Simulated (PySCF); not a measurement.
# WNCl2: doublet, from a trigonal planar start

Aim: relax WNCl2 as a doublet from a trigonal planar start, check by its vibrations whether the end is a minimum, and collect its spectrum and constants.

Method: PBE0, basis W def2-TZVP with ECP60, N def2-TZVP, Cl def2-TZVP, scalar-relativistic core potentials, no spin–orbit coupling, density fitting; program: PySCF 2.14.0.

## (1) The starting structure

4 atoms, charge 0, spin multiplicity 2.

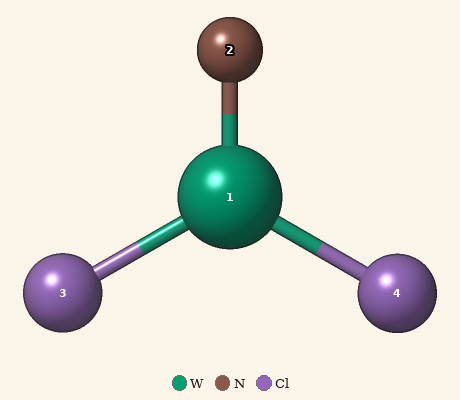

The starting geometry (tungsten teal, nitrogen brown, chlorine purple); atoms are numbered from 1 in the order of the file.

```xyz
4
charge 0 multiplicity 2
W    -0.2140    0.0000    0.0000
N    -2.0139    0.0000    0.0000
Cl    0.9660   -2.0438    0.0000
Cl    0.9660    2.0438    0.0000
```

## (2) Finding the electronic state

One driver script runs all steps and calls PySCF; scf.py shows how it sets up the SCF of each step. The optimiser is the driver's own. After this first run the driver tries any further starts and a stability analysis.

Contents of scf.py:

```python
from pyscf import gto, scf, dft
mol = gto.M(atom='''
W     -0.213970    -0.000000     0.000000
N     -2.013930     0.000020     0.000000
Cl     0.966030    -2.043820     0.000000
Cl     0.966010     2.043810     0.000000''',
    basis={'W': 'def2-TZVP', 'N': 'def2-TZVP', 'Cl': 'def2-TZVP'},
    ecp={'W': 'def2-TZVP'},
    charge=0, spin=1)
mf = dft.UKS(mol, xc='PBE0')
mf.grids.atom_grid = (50, 194)
aux = {'W': 'def2-universal-JKFIT', 'N': 'def2-universal-JKFIT', 'Cl': 'def2-universal-JKFIT'}
mf = mf.density_fit(auxbasis=aux)
mf.conv_tol = 1e-08
mf.diis_space = 10
mf.max_cycle = 60
mf.init_guess = 'minao'
mf.verbose = 4
mf.kernel()
```

Command:

```sh
$ OMP_NUM_THREADS=4 python axn.py task.json out
```

The runs that follow: Trigonal planar start, doublet: relaxation; Hessian and properties; Following the imaginary mode; Vibrations and properties at this point.

What does the calculation give? Wanted: minimum; geometry; wavenumbers; dipole moment; highest occupied, lowest empty level; polar-tensor charge of W1; zero-point energy; atomisation energy; ⟨S²⟩.

As calculated:

| quantity | value |
| --- | --- |
| minimum | doublet, Cs |
| geometry | W–Cl 2.262 Å (×2), W–N 1.654 Å; Cl–W–Cl 134.3°, Cl–W–N 108.8° (×2) |
| wavenumbers (cm⁻¹) | 56 (a'), 130 (a'), 270 (a''), 398 (a'), 428 (a''), 1156 (a') |
| dipole moment | 2.41 D |
| highest occupied, lowest empty level (either spin) | -7.74, -4.00 eV |
| polar-tensor charge of W1 | +1.49 e |
| zero-point energy | 14.6 kJ/mol |
| entropy at 298.15 K | 346.1 J/(mol K) |
| atomisation energy (no zero-point energy) | 1458 kJ/mol |
| ⟨S²⟩ | 0.763 |

From C2v at the start the molecule goes to a Cs minimum, after a stop at a saddle point 1.0 kJ/mol higher, from which it was pushed off along an imaginary mode. In the infrared the band at 428 cm⁻¹ (a'', stretch) leads. Most of the spin sits on W1 (Mulliken spin 1.20, against 1 for the whole molecule). Only this shape and spin were tried, so other structures or states may lie lower. One determinant may miss the lowest occupation of an open d or f shell. Spin–orbit coupling, left out here, can matter for elements this heavy.
